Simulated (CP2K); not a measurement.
# USOS-MP2/cc-pVDZ (density fitting with cc-pVDZ-RIFIT, minimax 0, ngrids 4, quadrature points 8) run of SiNH4O (SMILES N[SiH]O)

Aim: the vertical electron affinity of SiNH4O at USOS-MP2/cc-pVDZ (density fitting with cc-pVDZ-RIFIT, minimax 0, ngrids 4, quadrature points 8), from 2 runs. 

The calculation is run with CP2K 2026.2.

1 further run of the same task is left out (set aside as unsound or not needed).

## 1. The system as given

The species is SiNH4O (7 atoms), meant as a doublet with charge 0. As SMILES, `N[SiH]O`. The coordinates come from a PBE0-D4/def2-TZVP relaxation. This is one conformer, not always the lowest.

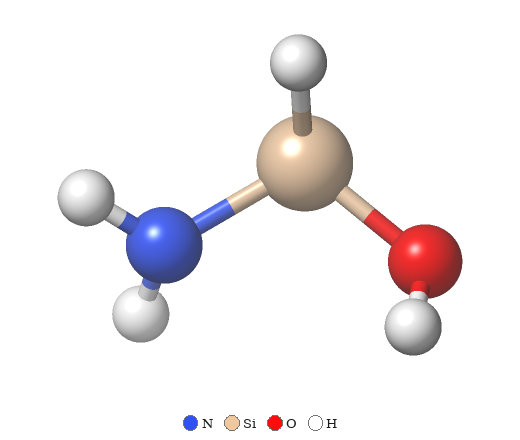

The structure, seen from a chosen angle (nitrogen blue, silicon light orange, oxygen red, hydrogen white).

## 2. A single-point energy at USOS-MP2/cc-pVDZ (density fitting with cc-pVDZ-RIFIT, minimax 0, ngrids 4, quadrature points 8)

Contents of molecule.xyz:

```xyz
7

N     -0.694900     0.548300    -0.575200
Si     0.293100     0.159000     0.781300
O      1.622900    -0.672400     0.270300
H     -0.355900     1.168100    -1.294800
H     -1.685800     0.673200    -0.432900
H     -0.599100    -0.661900     1.664700
H      1.480900    -1.282400    -0.459000
```

Contents of job.inp:

```
&GLOBAL
 PROJECT_NAME job
 RUN_TYPE ENERGY
 PRINT_LEVEL MEDIUM
&END GLOBAL

&FORCE_EVAL
 METHOD Quickstep
 &DFT
  BASIS_SET_FILE_NAME ./cc_pvdz.basis
  BASIS_SET_FILE_NAME ./cc_pvdz_rifit.basis
  POTENTIAL_FILE_NAME POTENTIAL
  SORT_BASIS EXP
  CHARGE 0
  MULTIPLICITY 2
  UNRESTRICTED_KOHN_SHAM T
  &QS
   METHOD GAPW
   EPS_DEFAULT 1.0E-10
  &END QS
  &MGRID
   CUTOFF 280
   REL_CUTOFF 40
   NGRIDS 4
  &END MGRID
  &POISSON
   PERIODIC NONE
   POISSON_SOLVER WAVELET
  &END POISSON
  &SCF
   SCF_GUESS ATOMIC
   EPS_SCF 1.0E-06
   MAX_SCF 60
   ADDED_MOS 3
   &DIAGONALIZATION
    ALGORITHM STANDARD
   &END DIAGONALIZATION
   &MIXING
    METHOD DIRECT_P_MIXING
    ALPHA 0.4
   &END MIXING
  &END SCF
  &XC
   &XC_FUNCTIONAL NONE
   &END XC_FUNCTIONAL
   &HF
    FRACTION 1
    &SCREENING
     EPS_SCHWARZ 1.0E-09
     SCREEN_ON_INITIAL_P F
    &END SCREENING
    &INTERACTION_POTENTIAL
     POTENTIAL_TYPE COULOMB
    &END INTERACTION_POTENTIAL
    &MEMORY
     MAX_MEMORY 1050
    &END MEMORY
   &END HF
   &WF_CORRELATION
    &RI_SOS_MP2
     QUADRATURE_POINTS 8
    &END RI_SOS_MP2
    SCALE_S 1.3
    MEMORY 900
    &INTEGRALS
     ERI_METHOD OS
    &END INTEGRALS
    &LOW_SCALING
    &END LOW_SCALING
   &END WF_CORRELATION
  &END XC
  &PRINT
   &MOMENTS
    PERIODIC F
    REFERENCE COM
    MAX_MOMENT 1
   &END MOMENTS
   &MO ON
    ENERGIES T
    OCCUPATION_NUMBERS T
    NDIGITS 6
    &EACH
     QS_SCF 0
    &END EACH
    ADD_LAST NUMERIC
   &END MO
   &HIRSHFELD OFF
   &END HIRSHFELD
  &END PRINT
 &END DFT
 &SUBSYS
  &CELL
   ABC [angstrom] 13.3 13.3 13.3
   PERIODIC NONE
  &END CELL
  &TOPOLOGY
   COORD_FILE_NAME molecule.xyz
   COORD_FILE_FORMAT XYZ
   &CENTER_COORDINATES
   &END CENTER_COORDINATES
  &END TOPOLOGY
  &KIND N
   BASIS_SET ORB cc-pVDZ
   BASIS_SET RI_AUX cc-pVDZ-RIFIT
   POTENTIAL ALL
  &END KIND
  &KIND Si
   BASIS_SET ORB cc-pVDZ
   BASIS_SET RI_AUX cc-pVDZ-RIFIT
   POTENTIAL ALL
  &END KIND
  &KIND O
   BASIS_SET ORB cc-pVDZ
   BASIS_SET RI_AUX cc-pVDZ-RIFIT
   POTENTIAL ALL
  &END KIND
  &KIND H
   BASIS_SET ORB cc-pVDZ
   BASIS_SET RI_AUX cc-pVDZ-RIFIT
   POTENTIAL ALL
  &END KIND
 &END SUBSYS
&END FORCE_EVAL
```

Started as:

```console
$ OMP_NUM_THREADS=1 cp2k.psmp -i job.inp > job.out 2>&1
```

Log (excerpt; [...] marks lines left out):

```text
CP2K| version string:                                       CP2K version 2026.2
[...]
 GLOBAL| Method name                                                        CP2K
[...]
 GLOBAL| Run type                                                         ENERGY
[...]
 DFT| Spin unrestricted (spin-polarized) Kohn-Sham calculation               UKS
 DFT| Multiplicity                                                             2
[...]
 DFT| Charge                                                                   0
[...]
 QS| Method:                                                                GAPW
[...]
 QS| Density cutoff [a.u.]:                                                140.0
[...]
 QS| Relative density cutoff [a.u.]:                                        20.0
[...]
                             - Atoms:                                          7
[...]
                             - Spherical basis functions:                     66
[...]
 Number of electrons:                                                         17
[...]
     1 P_Mix/Diag. 0.40E+00    6.6     0.49666370      -421.0502181560 -4.21E+02
[...]
    23 DIIS/Diag.  0.25E-06    1.9     0.00000057      -420.5989806328 -1.53E-12
  *** SCF run converged in    23 steps ***
[...]
  Overlap energy of the core charge distribution:               0.00000055111540
  Self energy of the core charge distribution:               -252.01200005125824
  Core Hamiltonian energy:                                   -173.57728813483027
  Hartree energy:                                              71.15508217399088
  Exchange-correlation energy:                                  0.00000000000000
  Hartree-Fock Exchange energy:                               -36.77749889103573
[...]
  Ideal and single determinant S**2 :                    0.750000       0.754236
[...]
                     Mulliken Population Analysis
 #  Atom  Element  Kind  Atomic population (alpha,beta) Net charge  Spin moment
       1     N        1         3.767680     3.676770    -0.444450     0.090910
       2     Si       2         7.056236     6.247607     0.696157     0.808629
       3     O        3         4.257635     4.251754    -0.509389     0.005880
       4     H        4         0.437432     0.444778     0.117790    -0.007345
       5     H        4         0.436175     0.440897     0.122929    -0.004722
       6     H        4         0.626327     0.541884    -0.168212     0.084443
       7     H        4         0.418514     0.396310     0.185176     0.022204
 # Total charge and spin       17.000000    16.000000    -0.000000     1.000000
[...]
  Dipole moment [Debye]
    X= -0.1517700E+01 Y=  0.6030375E+00 Z= -0.1580451E+01  Total=      2.2726407
[...]
 ENERGY| Total FORCE_EVAL ( QS ) energy [hartree]           -421.041314843804571
[...]
```

Wall time 57 s (1 thread of Arm Neoverse V1, shared host); peak memory 0.89 GiB.

## 3. The singlet anion at the same level

molecule.xyz is that of step 2.

Contents of mol.inp:

```
&GLOBAL
 PROJECT_NAME mol
 RUN_TYPE ENERGY
 PRINT_LEVEL MEDIUM
&END GLOBAL

&FORCE_EVAL
 METHOD Quickstep
 &DFT
  BASIS_SET_FILE_NAME ./cc_pvdz.basis
  BASIS_SET_FILE_NAME ./cc_pvdz_rifit.basis
  POTENTIAL_FILE_NAME POTENTIAL
  SORT_BASIS EXP
  CHARGE -1
  MULTIPLICITY 1
  &QS
   METHOD GAPW
   EPS_DEFAULT 1.0E-10
  &END QS
  &MGRID
   CUTOFF 280
   REL_CUTOFF 40
   NGRIDS 4
  &END MGRID
  &POISSON
   PERIODIC NONE
   POISSON_SOLVER WAVELET
  &END POISSON
  &SCF
   SCF_GUESS ATOMIC
   EPS_SCF 1.0E-06
   MAX_SCF 30
   &OT ON
    MINIMIZER DIIS
    PRECONDITIONER FULL_ALL
   &END OT
   &OUTER_SCF
    EPS_SCF 1.0E-06
    MAX_SCF 5
   &END OUTER_SCF
  &END SCF
  &XC
   &XC_FUNCTIONAL NONE
   &END XC_FUNCTIONAL
   &HF
    FRACTION 1
    &SCREENING
     EPS_SCHWARZ 1.0E-09
     SCREEN_ON_INITIAL_P F
    &END SCREENING
    &INTERACTION_POTENTIAL
     POTENTIAL_TYPE COULOMB
    &END INTERACTION_POTENTIAL
    &MEMORY
     MAX_MEMORY 1050
    &END MEMORY
   &END HF
   &WF_CORRELATION
    &RI_SOS_MP2
     QUADRATURE_POINTS 8
    &END RI_SOS_MP2
    SCALE_S 1.3
    MEMORY 900
    &INTEGRALS
     ERI_METHOD OS
    &END INTEGRALS
    &LOW_SCALING
    &END LOW_SCALING
   &END WF_CORRELATION
  &END XC
  &PRINT
   &MOMENTS
    PERIODIC F
    REFERENCE COM
    MAX_MOMENT 1
   &END MOMENTS
   &MO_CUBES
    NLUMO 3
    NHOMO -1
    WRITE_CUBE F
   &END MO_CUBES
   &HIRSHFELD OFF
   &END HIRSHFELD
  &END PRINT
 &END DFT
 &SUBSYS
  &CELL
   ABC [angstrom] 13.3 13.3 13.3
   PERIODIC NONE
  &END CELL
  &TOPOLOGY
   COORD_FILE_NAME molecule.xyz
   COORD_FILE_FORMAT XYZ
   &CENTER_COORDINATES
   &END CENTER_COORDINATES
  &END TOPOLOGY
  &KIND N
   BASIS_SET ORB cc-pVDZ
   BASIS_SET RI_AUX cc-pVDZ-RIFIT
   POTENTIAL ALL
  &END KIND
  &KIND Si
   BASIS_SET ORB cc-pVDZ
   BASIS_SET RI_AUX cc-pVDZ-RIFIT
   POTENTIAL ALL
  &END KIND
  &KIND O
   BASIS_SET ORB cc-pVDZ
   BASIS_SET RI_AUX cc-pVDZ-RIFIT
   POTENTIAL ALL
  &END KIND
  &KIND H
   BASIS_SET ORB cc-pVDZ
   BASIS_SET RI_AUX cc-pVDZ-RIFIT
   POTENTIAL ALL
  &END KIND
 &END SUBSYS
&END FORCE_EVAL
```

Started as:

```console
$ OMP_NUM_THREADS=1 cp2k.psmp mol.inp > mol.out
```

Log (excerpt; [...] marks lines left out):

```text
CP2K| version string:                                       CP2K version 2026.2
[...]
 GLOBAL| Method name                                                        CP2K
[...]
 GLOBAL| Run type                                                         ENERGY
[...]
 DFT| Spin restricted Kohn-Sham (RKS) calculation                            RKS
 DFT| Multiplicity                                                             1
[...]
 DFT| Charge                                                                  -1
[...]
 QS| Method:                                                                GAPW
[...]
 QS| Density cutoff [a.u.]:                                                140.0
[...]
 QS| Relative density cutoff [a.u.]:                                        20.0
[...]
                             - Atoms:                                          7
[...]
                             - Spherical basis functions:                     66
[...]
 Number of electrons:                                                         34
[...]
     1 OT DIIS     0.15E+00    6.6     0.40222893      -399.4748466270 -3.99E+02
[...]
     8 OT DIIS     0.15E+00    1.6     0.00000029      -420.5410092232 -1.42E-10
  *** SCF run converged in     8 steps ***
[...]
  Overlap energy of the core charge distribution:               0.00000055111540
  Self energy of the core charge distribution:               -252.01200005125824
  Core Hamiltonian energy:                                   -173.29637473307415
  Hartree energy:                                              71.15165805627072
  Exchange-correlation energy:                                  0.00000000000000
  Hartree-Fock Exchange energy:                               -36.99785101636721
[...]
  Dipole moment [Debye]
    X= -0.1327383E+01 Y= -0.1463470E+01 Z= -0.4508088E+01  Total=      4.9220470
[...]
 WARNING : did not converge in ot_eigensolver
 number of iterations          299  exceeded maximum
 current gradient / target gradient   2.1595650571062891E-005  /    1.0000000000000001E-005
[...]
 HOMO - LUMO gap [eV] :    9.060686
[...]
 ENERGY| Total FORCE_EVAL ( QS ) energy [hartree]           -421.008773387055669
[...]
```

It took 71 s on 1 thread of Arm Neoverse V1, shared host; peak memory 0.83 GiB.

## 4. Summary of results

At USOS-MP2/cc-pVDZ (density fitting with cc-pVDZ-RIFIT, minimax 0, ngrids 4, quadrature points 8):

```
                                                                  quantity          value
                                              doublet SiNH4O: total energy  -421.04131 Eh
   doublet SiNH4O: dipole moment (of the density that the program reports)         2.27 D
doublet SiNH4O: HOMO energy (Hartree–Fock orbitals) (highest over α and β)       -8.37 eV
 doublet SiNH4O: LUMO energy (Hartree–Fock orbitals) (lowest over α and β)        2.38 eV
                                        doublet SiNH4O: correlation energy     -442.3 mEh
                         doublet SiNH4O: ⟨S²⟩ of the reference determinant          0.754
                                               singlet anion: total energy  -421.00877 Eh
                        singlet anion: HOMO energy (Hartree–Fock orbitals)        0.65 eV
                        singlet anion: LUMO energy (Hartree–Fock orbitals)        9.71 eV
      singlet anion: HOMO–LUMO gap (to an unbound level, set by the basis)        9.06 eV
                                         singlet anion: correlation energy     -467.8 mEh
                         vertical electron affinity (to the singlet anion)      -0.885 eV
```

The anion lies 0.89 eV (85.4 kJ/mol) above the neutral: the electron isn't bound at this level, and such a value depends on the basis. Without diffuse functions anions come out too high. The HOMO (singlet anion) lies at positive energy, 0.65 eV: the electron is unbound at this level or held by a compact basis; values depend on the basis.
